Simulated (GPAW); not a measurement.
Consider Cu (I4/mmm).

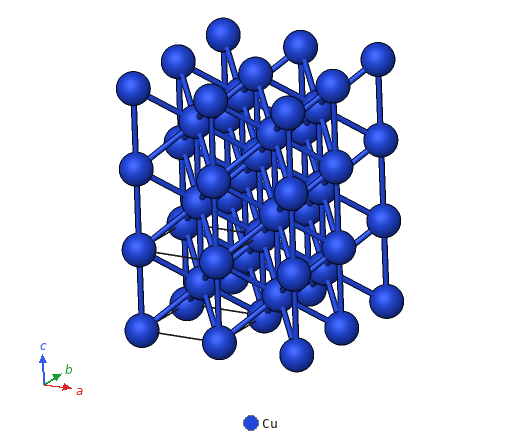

The structure (copper blue). 2×2×3 conventional cells are drawn. Some periodic images of atoms are drawn too.

```cif
data_structure
_symmetry_space_group_name_H-M 'P 1'
_symmetry_Int_Tables_number 1
_cell_length_a 2.4611
_cell_length_b 2.4611
_cell_length_c 2.4611
_cell_angle_alpha 108.218
_cell_angle_beta 108.218
_cell_angle_gamma 112.008
_cell_volume 11.46
loop_
_atom_site_label
_atom_site_type_symbol
_atom_site_fract_x
_atom_site_fract_y
_atom_site_fract_z
_atom_site_occupancy
Cu1 Cu 0.00000 0.00000 0.00000 1
```

Absorber: atom 1, with 8 Cu at 2.46 Å, 2 Cu at 2.75 Å and 4 Cu at 2.89 Å (cube and octahedron, as in bcc, site symmetry 4/mmm). Method: GPAW, LDA, excited-electron core hole (neutral cell), 24-atom cell with 6.9 Å between holes, 4×5×5 k points, dipole transitions, Gaussian full width 1.55 eV up to 4 eV, rising linearly to 3.5 eV at 25 eV.

This is not the structure that Cu takes at ambient pressure and room temperature (fcc); it is a model or a phase of other conditions.

Question: Predict the near-edge structure at the Cu K edge.

Main maxima up to 30 eV above the zero (height): 1.2 eV (0.56), 10.0 eV (1.17), 17.6 eV (1.49) and 28.6 eV (1.04). A K edge sees empty p states on the absorber. The total-energy difference is 8991.35 eV. One term is added: -29.79 eV, since the hole is spin-paired here and a spin-polarised one costs that much less in the free atom (computed apart). The photon energy is then 8961.56 eV. The tabulated edge of the element is 8979 eV. The functional leaves an error in such absolute values: in the free atom LDA prices this hole 18.3 eV below PBE (computed apart), and PBE is itself good to a few eV.

The Cu K spectrum (energy from the lowest empty level; intensity scaled to a mean of 1 over the first 20 eV; polarised curves are means over the symmetry-equivalent atoms):

```
E (eV)  isotropic  ε ⊥ c  ε ∥ c
  -2.0       0.00   0.00   0.00
  -0.5       0.15   0.15   0.16
   1.0       0.55   0.55   0.57
   2.5       0.52   0.51   0.53
   4.0       0.42   0.43   0.41
   5.5       0.70   0.74   0.62
   7.0       0.93   0.99   0.81
   8.5       1.14   1.15   1.10
  10.0       1.17   1.13   1.25
  11.5       1.14   1.11   1.21
  13.0       1.14   1.11   1.21
  14.5       1.18   1.17   1.19
  16.0       1.34   1.35   1.32
  17.5       1.49   1.49   1.48
  19.0       1.36   1.34   1.39
  20.5       1.07   1.05   1.12
  22.0       0.86   0.85   0.89
  23.5       0.81   0.81   0.81
  25.0       0.85   0.87   0.83
  26.5       0.95   0.97   0.92
  28.0       1.03   1.04   1.01
  29.5       1.02   1.03   1.02
  31.0       0.99   1.00   0.98
```

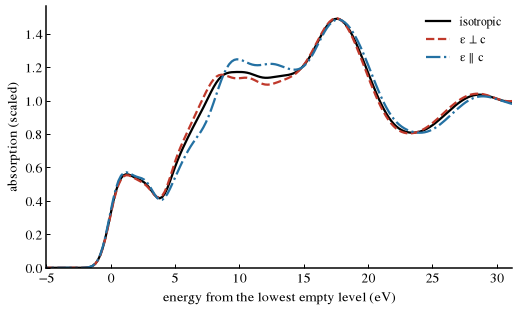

The Cu K edge.

The script folds with a Gaussian, whereas the core hole's own line is a Lorentzian, so the onset is too steep and the first peak too high. The structure is a computed Materials Project entry and may be a hypothetical form.

[Banner, clock and machine lines of the logs are left out without a mark of their own.]

[Logs are printed without paths, hosts, clocks, repeated set-up lines and the standing remarks that a program may print on its own settings, such as how far it seeks lower states.]

[Hosts, paths, dates, database ids (printed as entryN), source tags and the programs' standing remarks are cut or masked in the printed files.]

[Lists of maxima count a maximum above −3 eV only where it reaches 4 % of the highest in the window and stands out from its surroundings by 2 % of it (1.5 % where it reaches 55 %); shoulders and weaker maxima are passed over, and of the rest the first, up to two pre-edge ones and the few strongest are named.]
